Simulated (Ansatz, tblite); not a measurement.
# The cluster SiO2+: which isomer is lowest

Aim: relax the candidate shapes of the cluster SiO2+ that a cheap search turned up, and see how the levels of theory order them.

Computed with Ansatz 0.2.0, Gaussian basis. Level: relaxed with PBE0-D4/def2-TZVP, doublet.

**1. Where the work starts**

3 atoms, charge 1, spin multiplicity 2.

Atoms are counted from 1 here; the program's logs count them from 0.

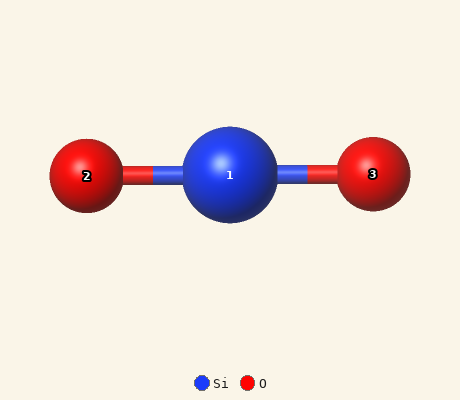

As it starts; silicon blue, oxygen red; atoms are numbered from 1 in the order of the file.

The ion is computed in the gas phase, without counter-ions or solvent.

A search from random starts with GFN2-xTB found 3 distinct shapes; 2 go on here. The structure above is candidate A, which lies 0.00 eV above the lowest at that level; B lies 3.09 eV above the lowest at that level.

**2. Relaxing candidate A**

The input, in.yaml:

```yaml
crystal:
  periodic: [false, false, false]
  atoms:
    - {symbol: Si, position_ang: [0.000190, -0.000480, -0.000040]}
    - {symbol: O, position_ang: [1.375290, 0.573860, -0.235300]}
    - {symbol: O, position_ang: [-1.375480, -0.573390, 0.235340]}
basis:
  gaussian: {orbitals: def2-TZVP}
total_charge: 1
magnetization: {spin_polarized: true, initial_magnetization: 1}
hamiltonian: {xc: pbe0, dispersion: d4}
scf: {omitted_lower_state_checks: [starts]}
output: {orbitals: {seedname: orbitals}}
relax: {f_tol: 0.02, max_steps: 100}
```

Launch:

```console
$ ansatz run in.yaml --threads 4 --pin off --events-out ev --progress --plain --max-ram 3916MiB
```

The program printed (excerpt; [...] marks lines left out):

```text
Functional definition: PBE0
  name "PBE0"
  cite "Adamo & Barone, J. Chem. Phys. 110, 6158 (1999) doi:10.1063/1.478522"
  cite "Perdew, Burke & Ernzerhof, Phys. Rev. Lett. 77, 3865 (1996) doi:10.1103/PhysRevLett.77.3865"
  parent pbe
[...]
570 factors; their error is unknown
[...]
mean field -11953.43769754 eV, -439.2807330534 hartree, gradient 8.3e-10 eV, S^2 0.799234; 0 other end points of the search recorded, 0 dependent functions left out
[...]
reference -11953.43771896 eV, -439.2807338407 hartree; 15, 14 occupied and 84, 85 virtual orbitals, 570 factors
relax step   1: F+E_penalty+E_count = -11953.46853028 eV  Δ(F+E_penalty+E_count) = +0.000e0 eV  max|allowed force component| = 1.703e0 eV/Å  Δτ_max = 0.0000 Å  (185 SCF iters, accepted)
[...]
relax step   3: F+E_penalty+E_count = -11953.52826009 eV  Δ(F+E_penalty+E_count) = -1.478e-2 eV  max|allowed force component| = 5.349e-2 eV/Å  Δτ_max = 0.0156 Å  (119 SCF iters, accepted)
[...]
relax step   4: F+E_penalty+E_count = -11953.52832657 eV  Δ(F+E_penalty+E_count) = -6.648e-5 eV  max|allowed force component| = 9.959e-4 eV/Å  Δτ_max = 0.0011 Å  (107 SCF iters, accepted)
[...]
570 factors; their error is unknown
mean field -11953.49770082 eV, -439.2829381333 hartree, gradient 2.9e-6 eV, S^2 0.806622; 0 other end points of the search recorded, 0 dependent functions left out
[...]
reference -11953.49772238 eV, -439.2829389256 hartree; 15, 14 occupied and 84, 85 virtual orbitals, 570 factors
Total energy: -11953.52834813 eV, -439.2840644012 hartree
Atom 0 at     0.000154    -0.000392    -0.000032 Å, force    -0.000401     0.000996     0.000084 eV/Å
Atom 1 at     1.405460     0.586391    -0.240463 Å, force    -0.000137    -0.000639     0.000016 eV/Å
Atom 2 at    -1.405614    -0.586009     0.240495 Å, force     0.000538    -0.000357    -0.000100 eV/Å
Dipole moment:     0.000255    -0.000635    -0.000054 e Å
Checks for a lower state left out: starts
```

Wall time 16 s (4 threads of Arm Neoverse V2, shared host).

Step by step:

```tsv
step	energy from step 1 (eV)	largest force component (eV/Å)
1	0.0000	1.7035
2	-0.0450	0.8216
3	-0.0597	0.0535
4	-0.0598	0.0010
```

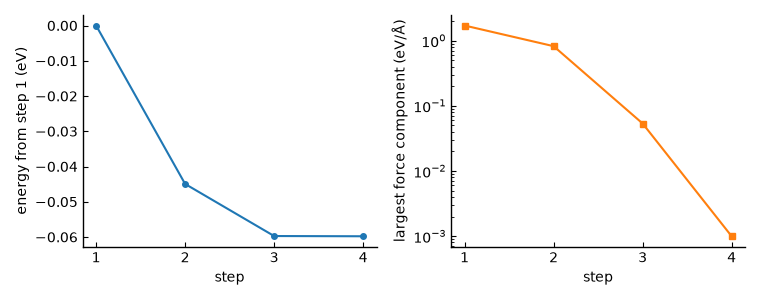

Energy and largest force along the relaxation.

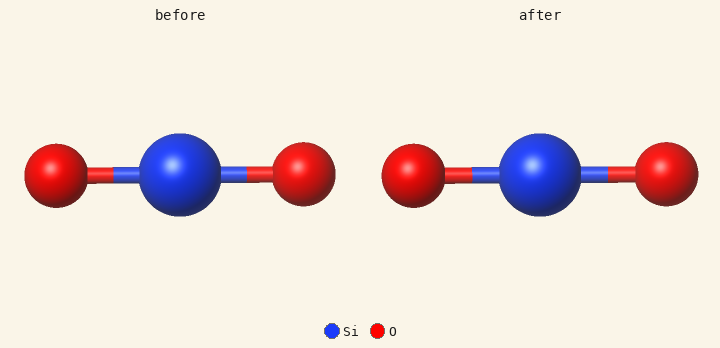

Before and after, at one scale.

Distances of close pairs at the start and the end, largest changes first:

```tsv
bond	before (Å)	after (Å)	change (Å)
Si1–O2	1.509	1.542	+0.033
Si1–O3	1.509	1.542	+0.033
```

**3. Relaxing candidate B**

The input, in.yaml:

```yaml
crystal:
  periodic: [false, false, false]
  atoms:
    - {symbol: Si, position_ang: [-0.588330, -0.701110, -0.045550]}
    - {symbol: O, position_ang: [-0.299100, 0.852340, -0.035910]}
    - {symbol: O, position_ang: [0.887440, -0.151230, 0.081460]}
basis:
  gaussian: {orbitals: def2-TZVP}
total_charge: 1
magnetization: {spin_polarized: true, initial_magnetization: 1}
hamiltonian: {xc: pbe0, dispersion: d4}
scf: {omitted_lower_state_checks: [starts]}
output: {orbitals: {seedname: orbitals}}
relax: {f_tol: 0.02, max_steps: 100}
```

The command is unchanged.

The program printed (excerpt; [...] marks lines left out):

```text
Functional definition: PBE0
  name "PBE0"
  cite "Adamo & Barone, J. Chem. Phys. 110, 6158 (1999) doi:10.1063/1.478522"
  cite "Perdew, Burke & Ernzerhof, Phys. Rev. Lett. 77, 3865 (1996) doi:10.1103/PhysRevLett.77.3865"
  parent pbe
[...]
570 factors; their error is unknown
[...]
mean field -11952.12715253 eV, -439.2325714126 hartree, gradient 1.9e-5 eV, S^2 0.763016; 1 other end points of the search recorded, 0 dependent functions left out
[...]
reference -11952.12717046 eV, -439.2325720718 hartree; 15, 14 occupied and 84, 85 virtual orbitals, 570 factors
relax step   1: F+E_penalty+E_count = -11952.15818784 eV  Δ(F+E_penalty+E_count) = +0.000e0 eV  max|allowed force component| = 3.869e0 eV/Å  Δτ_max = 0.0000 Å  (112 SCF iters, accepted)
[...]
relax step   5: F+E_penalty+E_count = -11953.71541496 eV  Δ(F+E_penalty+E_count) = -6.100e-4 eV  max|allowed force component| = 2.890e-1 eV/Å  Δτ_max = 0.0078 Å  (38 SCF iters, accepted)
[...]
relax step   6: F+E_penalty+E_count = -11953.71673218 eV  Δ(F+E_penalty+E_count) = -1.317e-3 eV  max|allowed force component| = 1.806e-3 eV/Å  Δτ_max = 0.0037 Å  (39 SCF iters, accepted)
[...]
570 factors; their error is unknown
mean field -11953.68598996 eV, -439.2898576317 hartree, gradient 1.5e-5 eV, S^2 0.761266; 0 other end points of the search recorded, 0 dependent functions left out
[...]
reference -11953.68600769 eV, -439.2898582834 hartree; 15, 14 occupied and 84, 85 virtual orbitals, 570 factors
Total energy: -11953.71674991 eV, -439.2909880390 hartree
Atom 0 at    -0.703867    -0.838712    -0.054496 Å, force    -0.000119    -0.000074    -0.000010 eV/Å
Atom 1 at    -0.157010     0.849757    -0.023095 Å, force     0.001806    -0.001510     0.000178 eV/Å
Atom 2 at     0.860887    -0.011045     0.077591 Å, force    -0.001687     0.001584    -0.000169 eV/Å
Dipole moment:    -0.433001    -0.515952    -0.033524 e Å
Checks for a lower state left out: starts
```

Wall time 7.5 s (4 threads of Arm Neoverse V2, shared host).

Step by step:

```tsv
step	energy from step 1 (eV)	largest force component (eV/Å)
1	0.0000	3.8686
2	-0.2906	5.9736
3	-1.0322	3.9860
4	-1.5566	0.3347
5	-1.5572	0.2890
6	-1.5585	0.0018
```

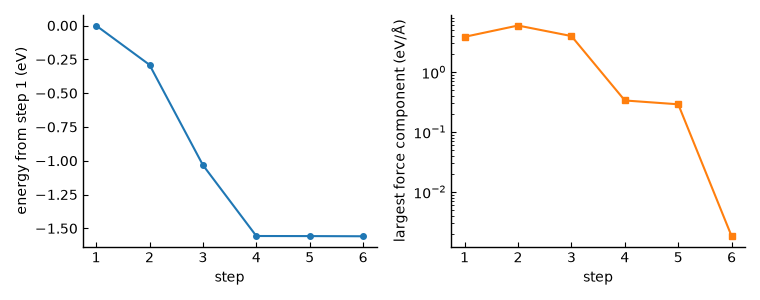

Energy and largest force along the relaxation.

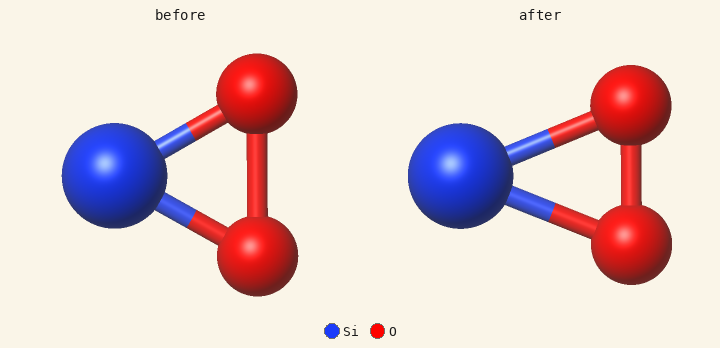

The geometry before (left) and after (right).

Distances of close pairs at the start and the end, largest changes first:

```tsv
bond	before (Å)	after (Å)	change (Å)
O2–O3	1.558	1.337	-0.222
Si1–O3	1.580	1.775	+0.195
Si1–O2	1.580	1.775	+0.195
```

**4. The relaxed candidates**

```tsv
candidate	point group	bonds (count, mean Å)	energy above the lowest (kcal/mol)
A	Dinfh	O–Si 2, 1.54	4.3
B	C2v	O–Si 2, 1.78; O–O 1, 1.34	0.0
```

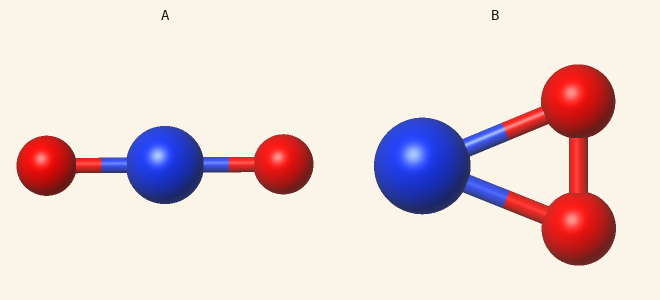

The candidates after relaxation.

**5. Candidate A, GFN1-xTB**

Tight binding, by tblite at 300 K electronic temperature and without a spin-polarisation term:

```python
tblite.interface.Calculator('GFN1-xTB', numbers, positions, charge=1, uhf=1).singlepoint()
```

Energy -289.0797 eV; 0.003 s.

**6. Candidate A, GFN2-xTB**

Tight binding, by tblite at 300 K electronic temperature and without a spin-polarisation term:

```python
tblite.interface.Calculator('GFN2-xTB', numbers, positions, charge=1, uhf=1).singlepoint()
```

Energy -253.1573 eV; 0.002 s.

**7. Candidate A, PBE0-D4/def2-TZVP**

start.molden holds the orbitals of an earlier run on this state, given as this run's starting guess.

The input, in.yaml:

```yaml
crystal:
  periodic: [false, false, false]
  atoms:
    - {symbol: Si, position_ang: [0.000154, -0.000392, -0.000032]}
    - {symbol: O, position_ang: [1.405460, 0.586391, -0.240463]}
    - {symbol: O, position_ang: [-1.405614, -0.586009, 0.240495]}
basis:
  gaussian: {orbitals: def2-TZVP, initial_orbitals: start.molden}
total_charge: 1
magnetization: {spin_polarized: true, initial_magnetization: 1}
hamiltonian: {xc: pbe0, dispersion: d4}
scf: {omitted_lower_state_checks: [starts]}
output: {orbitals: {seedname: orbitals}}
```

Launched as before.

The program printed (excerpt; [...] marks lines left out):

```text
Functional definition: PBE0
  name "PBE0"
  cite "Adamo & Barone, J. Chem. Phys. 110, 6158 (1999) doi:10.1063/1.478522"
  cite "Perdew, Burke & Ernzerhof, Phys. Rev. Lett. 77, 3865 (1996) doi:10.1103/PhysRevLett.77.3865"
  parent pbe
[...]
570 factors; their error is unknown
[...]
mean field -11953.49770060 eV, -439.2829381254 hartree, gradient 3.2e-6 eV, S^2 0.806622; 0 other end points of the search recorded, 0 dependent functions left out
reference -11953.49772216 eV, -439.2829389177 hartree; 15, 14 occupied and 84, 85 virtual orbitals, 570 factors
Total energy: -11953.52834792 eV, -439.2840643934 hartree
Checks for a lower state left out: starts
```

It took 3 s on 4 threads of Arm Neoverse V2, shared host.

HOMO -17.52 eV, LUMO -14.87 eV (over both spins); ⟨S²⟩ 0.807 (pure: 0.75).

**8. Candidate A, PBE-D4/def2-TZVP**

Edit in.yaml of step 7 so:

```diff
@@ -10,4 +10,4 @@
 magnetization: {spin_polarized: true, initial_magnetization: 1}
-hamiltonian: {xc: pbe0, dispersion: d4}
+hamiltonian: {xc: pbe, dispersion: d4}
 scf: {omitted_lower_state_checks: [starts]}
-output: {orbitals: {seedname: orbitals}}
+output: {forces: true, orbitals: {seedname: orbitals}}
```

The command is unchanged.

The program printed (excerpt; [...] marks lines left out):

```text
Functional definition: PBE
  name "PBE"
  cite "Perdew, Burke & Ernzerhof, Phys. Rev. Lett. 77, 3865 (1996) doi:10.1103/PhysRevLett.77.3865"
  parent pbe
[...]
554 factors; their error is unknown
[...]
mean field -11953.63077231 eV, -439.2878284205 hartree, gradient 1.8e-10 eV, S^2 0.764683; 0 other end points of the search recorded, 0 dependent functions left out
[...]
reference -11953.63080056 eV, -439.2878294586 hartree; 15, 14 occupied and 84, 85 virtual orbitals, 554 factors
Total energy: -11953.66778078 eV, -439.2891884566 hartree
Atom 0 at     0.000154    -0.000392    -0.000032 Å, force    -0.000297     0.000737     0.000062 eV/Å
Atom 1 at     1.405460     0.586391    -0.240463 Å, force     0.948324     0.395082    -0.162258 eV/Å
Atom 2 at    -1.405614    -0.586009     0.240495 Å, force    -0.948027    -0.395819     0.162196 eV/Å
Dipole moment:     0.000239    -0.000593    -0.000049 e Å
Checks for a lower state left out: starts
```

Run time: 3.8 s. Hardware: 4 threads of Arm Neoverse V2, shared host.

Report: HOMO -16.38 eV, LUMO -16.07 eV (over both spins); ⟨S²⟩ 0.765 (pure: 0.75).

**9. Candidate A, r2SCAN-D4/def2-TZVP**

Edit in.yaml of step 8 so:

```diff
@@ -10,4 +10,4 @@
 magnetization: {spin_polarized: true, initial_magnetization: 1}
-hamiltonian: {xc: pbe, dispersion: d4}
+hamiltonian: {xc: r2scan, dispersion: d4}
 scf: {omitted_lower_state_checks: [starts]}
-output: {forces: true, orbitals: {seedname: orbitals}}
+output: {orbitals: {seedname: orbitals}}
```

Launched as before.

The program printed (excerpt; [...] marks lines left out):

```text
Functional definition: r2SCAN
  name "r2SCAN"
  cite "Furness, Kaplan, Ning, Perdew & Sun, J. Phys. Chem. Lett. 11, 8208 (2020) doi:10.1021/acs.jpclett.0c02405"
  cite "Furness, Kaplan, Ning, Perdew & Sun, J. Phys. Chem. Lett. 11, 9248 (2020) doi:10.1021/acs.jpclett.0c03077"
  parent r2scan
[...]
554 factors; their error is unknown
[...]
mean field -11958.85281872 eV, -439.4797350864 hartree, gradient 5.4e-6 eV, S^2 0.792398; 0 other end points of the search recorded, 0 dependent functions left out
reference -11958.85282837 eV, -439.4797354411 hartree; 15, 14 occupied and 84, 85 virtual orbitals, 554 factors
Total energy: -11958.86074961 eV, -439.4800265411 hartree
Checks for a lower state left out: starts
```

It took 6 s on 4 threads of Arm Neoverse V2, shared host.

From the report: HOMO -16.75 eV, LUMO -15.75 eV (over both spins); ⟨S²⟩ 0.792 (pure: 0.75).

**10. Candidate A, CAM-B3LYP-D4/def2-TZVP**

Edit in.yaml of step 9 so:

```diff
@@ -10,3 +10,3 @@
 magnetization: {spin_polarized: true, initial_magnetization: 1}
-hamiltonian: {xc: r2scan, dispersion: d4}
+hamiltonian: {xc: {name: CAM-B3LYP}, dispersion: d4}
 scf: {omitted_lower_state_checks: [starts]}
```

The command is unchanged.

The program printed (excerpt; [...] marks lines left out):

```text
Functional definition: CAM-B3LYP
  name "CAM-B3LYP"
  cite "Yanai, Tew & Handy, Chem. Phys. Lett. 393, 51 (2004) doi:10.1016/j.cplett.2004.06.011"
  cite "Iikura, Tsuneda, Yanai & Hirao, J. Chem. Phys. 115, 3540 (2001) doi:10.1063/1.1383587"
  cite "Becke, Phys. Rev. A 38, 3098 (1988) doi:10.1103/PhysRevA.38.3098"
  cite "Lee, Yang & Parr, Phys. Rev. B 37, 785 (1988) doi:10.1103/PhysRevB.37.785"
  cite "Vosko, Wilk & Nusair, Can. J. Phys. 58, 1200 (1980) doi:10.1139/p80-159"
[...]
  # Exact exchange under (alpha + beta erf(omega r))/r, Becke's under what is left of 1/r.
[...]
563 factors; their error is unknown
123 factors; integrals over basis functions are off by at most 4.9e-5 eV
[...]
mean field -11959.92575899 eV, -439.5191649141 hartree, gradient 8.0e-7 eV, S^2 0.812690; 0 other end points of the search recorded, 0 dependent functions left out
reference -11959.92584662 eV, -439.5191681344 hartree; 15, 14 occupied and 84, 85 virtual orbitals, 563 factors
Total energy: -11959.95688225 eV, -439.5203086728 hartree
Checks for a lower state left out: starts
```

Run time: 3.1 s. Hardware: 4 threads of Arm Neoverse V2, shared host.

From the report: HOMO -18.70 eV, LUMO -13.89 eV (over both spins); ⟨S²⟩ 0.813 (pure: 0.75).

**11. Candidate A, HF/def2-TZVP**

Edit in.yaml of step 10 so:

```diff
@@ -10,3 +10,3 @@
 magnetization: {spin_polarized: true, initial_magnetization: 1}
-hamiltonian: {xc: {name: CAM-B3LYP}, dispersion: d4}
+hamiltonian: {xc: hf}
 scf: {omitted_lower_state_checks: [starts]}
```

Launched as before.

The program printed:

```text
Functional definition: HF
  name "HF"
  cite "Fock, Z. Phys. 61, 126 (1930) doi:10.1007/BF01340294"
  parent pbe
  exchange = exact_x
  correlation = 0
these checks for a lower state are left out or cut short: starts
672 factors; their error is unknown
mean field evaluation 1: about -11925.6330 eV, gradient 1.9e1 eV
mean field evaluation 2: about -11926.7970 eV, gradient 1.6e0 eV
mean field evaluation 4: about -11927.0604 eV, gradient 3.2e-1 eV
mean field evaluation 8: about -11927.0775 eV, gradient 3.3e-1 eV
mean field evaluation 16: about -11927.1157 eV, gradient 9.6e-3 eV
mean field evaluation 32: about -11927.1152 eV, gradient 3.7e-5 eV
mean field -11927.11523515 eV, -438.3134004025 hartree, gradient 4.8e-6 eV, S^2 1.208038; 0 other end points of the search recorded, 0 dependent functions left out
reference -11927.11523515 eV, -438.3134004025 hartree; 15, 14 occupied and 84, 85 virtual orbitals, 672 factors
Total energy: -11927.11523515 eV, -438.3134004025 hartree
Checks for a lower state left out: starts
```

Wall time 1.9 s (4 threads of Arm Neoverse V2, shared host).

HOMO -18.70 eV, LUMO -8.61 eV (over both spins); ⟨S²⟩ 1.208 (pure: 0.75). Doubts: spin contamination.

**12. Candidate A, CCSD(T)/def2-TZVPP**

The input, in.yaml:

```yaml
crystal:
  periodic: [false, false, false]
  atoms:
    - {symbol: Si, position_ang: [0.000154, -0.000392, -0.000032]}
    - {symbol: O, position_ang: [1.405460, 0.586391, -0.240463]}
    - {symbol: O, position_ang: [-1.405614, -0.586009, 0.240495]}
basis:
  gaussian: {orbitals: def2-TZVPP, initial_orbitals: start.molden}
total_charge: 1
magnetization: {spin_polarized: true, initial_magnetization: 1}
correlation: {method: ccsd_t}
scf: {omitted_lower_state_checks: [starts, cluster_reference]}
output: {orbitals: {seedname: orbitals}}
```

The command is unchanged.

The program printed (excerpt; [...] marks lines left out):

```text
Functional definition: HF
  name "HF"
  cite "Fock, Z. Phys. 61, 126 (1930) doi:10.1007/BF01340294"
  parent pbe
[...]
657 factors; integrals over basis functions are off by at most 1.5e-3 eV
[...]
mean field -11927.12056278 eV, -438.3135961896 hartree, gradient 2.3e-10 eV, S^2 1.209345; 0 other end points of the search recorded, 0 dependent functions left out
7 core orbitals not correlated: weight in the atoms' cores, before any rotation towards them, 1.000 or more for the frozen orbitals, at most 0.000 for the correlated occupied ones
reference -11927.12056278 eV, -438.3135961896 hartree; 8, 7 occupied and 89, 90 virtual orbitals, 657 factors
second order -13.09852321 eV of doubles, -0.00000000 eV of singles
cycle   1  -13.08382513 eV  change    1.5e-2 eV  update   1.6e-1
[...]
cycle  20  -14.34638772 eV  change   -4.3e-6 eV  update   1.8e-6
perturbative correction -0.77437957 eV, -0.0284579244 hartree
Total energy: -11942.24133007 eV, -438.8692741383 hartree
Checks for a lower state left out: starts, cluster_reference
```

Run time: 5.5 s. Hardware: 4 threads of Arm Neoverse V2, shared host.

Report: Hartree-Fock HOMO -18.71 eV, LUMO -8.60 eV (over both spins); ⟨S²⟩ 1.209 (pure: 0.75); T1 0.079. Doubts: large T1 diagnostic, spin contamination.

**13. A against B**

The energies of B at these levels come from its own runs, whose logs aren't repeated here.

```tsv
level	A above B (kcal/mol)	time
GFN1-xTB	-24.3	0.005 s
GFN2-xTB	-67.2	0.003 s
HF/def2-TZVP†	-1.8	2.5 s
HF/def2-TZVPP†	-1.7	
PBE-D4/def2-TZVP	-1.7	4.3 s
r2SCAN-D4/def2-TZVP	-5.7	7.4 s
PBE0-D4/def2-TZVP	+4.3	4.8 s
CAM-B3LYP-D4/def2-TZVP	+5.6	3.9 s
MP2/def2-TZVPP†	+25.6	
CCSD/def2-TZVPP†	+3.9	
CCSD(T)/def2-TZVPP†	+1.8	7.9 s
```

Times add the two runs; a level without a time comes out of a correlated run. † marks a level with a doubtful state (flagged, unstable, out of aufbau order, or strongly spin-contaminated); such levels are left out of the summary. CCSD(T)/def2-TZVPP is no safe reference here (large T1 diagnostic, spin contamination).

**14. Outcome**

| quantity | value |
| --- | --- |
| A above B, range of the levels free of doubt, tight binding aside | -5.7 to +5.6 kcal/mol |
| levels that put A lower | GFN1-xTB, GFN2-xTB, PBE-D4/def2-TZVP, r2SCAN-D4/def2-TZVP |

In words: The levels disagree on A and B: 4 of 6 put A lower. A random search of this size may have missed the true lowest shape. Only doublets are compared; another spin may lie lower and prefer another shape.
